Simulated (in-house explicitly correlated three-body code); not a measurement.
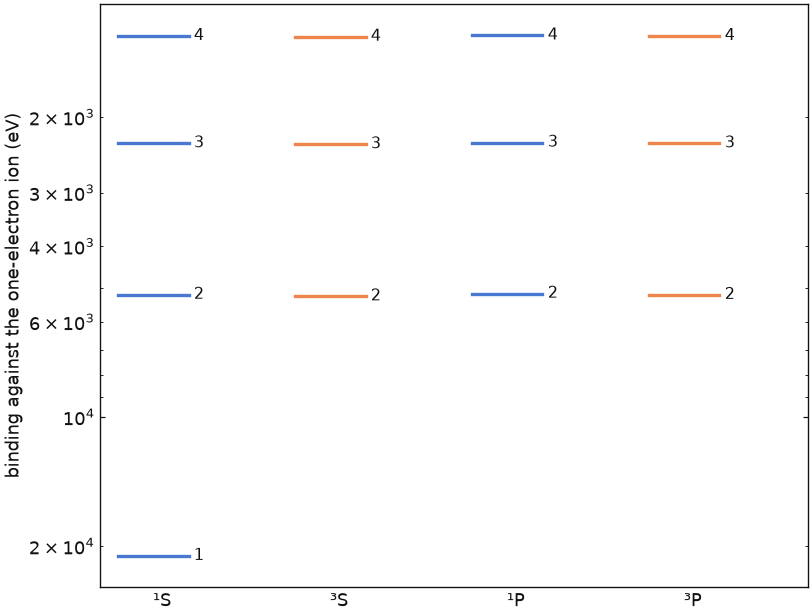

Two electrons around a point charge Z = 39.977. Computed variationally in 260 exponentially correlated functions with an in-house code, non-relativistic, converged to about 10⁻⁸ of the energy. The plot shows the bound S and P states that converged, by term and principal number n, on a logarithmic scale of binding.

Question: How do singlets and triplets lie?

Answer: The ground state is bound by 21.07 keV. The n = 2 states drawn run, from the deepest, 2 ³S (5233 eV), 2 ³P (5192 eV), 2 ¹S (5187 eV), 2 ¹P (5158 eV). Exchange puts 2 ³S below 2 ¹S by 45.9 eV and 2 ³P below 2 ¹P by 34.9 eV. Quantum defects n − (Z − 1)/√(2 E(binding)): 2 ³S 0.013, 2 ³P 0.005, 2 ¹S 0.004, 2 ¹P −0.002.
